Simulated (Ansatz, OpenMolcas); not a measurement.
**CH4BFO2 (SMILES COB(O)F): methods side by side**

CH4BFO2: 9 atoms, total charge 0, spin state singlet. SMILES: `COB(O)F`. The coordinates come from a PBE0-D4/def2-TZVP relaxation. This is one conformer, not always the lowest.

```xyz
9

C    -0.6493    0.4913   -1.0859
O    -0.4870    0.6896    0.3046
B     0.3204   -0.0851    1.0495
O     1.0404   -1.1143    0.5247
F     0.4015    0.1877    2.3553
H    -1.7015    0.2852   -1.2914
H    -0.0407   -0.3377   -1.4512
H    -0.3631    1.4070   -1.6066
H     1.5677   -1.5701    1.1840
```

Each level gives the energy change with the B3–F5 bond stretched from 1.336 to 2.406 Å (eV). The values are calculated.

```
                          level                    kind     program  value (eV)  CPU time (all runs)
       HF/def2-SVP (restricted)            Hartree–Fock      Ansatz        5.76                5.1 s
   revPBE/def2-SVP (restricted)                     GGA  OpenMolcas        4.43                 67 s
     TPSS/def2-SVP (restricted)                meta-GGA  OpenMolcas        4.67                 90 s
  r2SCAN0/def2-SVP (restricted)         hybrid meta-GGA      Ansatz        5.29                 26 s
CAM-B3LYP/def2-SVP (restricted)  range-separated hybrid      Ansatz        5.24                 15 s
    wB97X/def2-SVP (restricted)  range-separated hybrid      Ansatz        5.14                 46 s
 PBE-QIDH/def2-SVP (restricted)           double hybrid      Ansatz        5.35                 20 s
  RPA@PBE/def2-SVP (restricted)                     RPA      Ansatz        4.64                 25 s
  BCCD(T)/def2-SVP (restricted)   coupled cluster or CI      Ansatz        5.07                 88 s
```

The first shape isn't each level's own minimum. The values span 4.43 to 5.76 eV. Times are those of the runs behind each value, whatever else they computed, on shared processors of several kinds: orders of magnitude only.

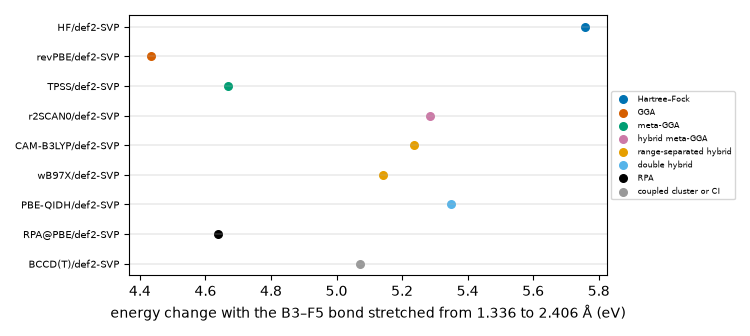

The values of the table, level by level.
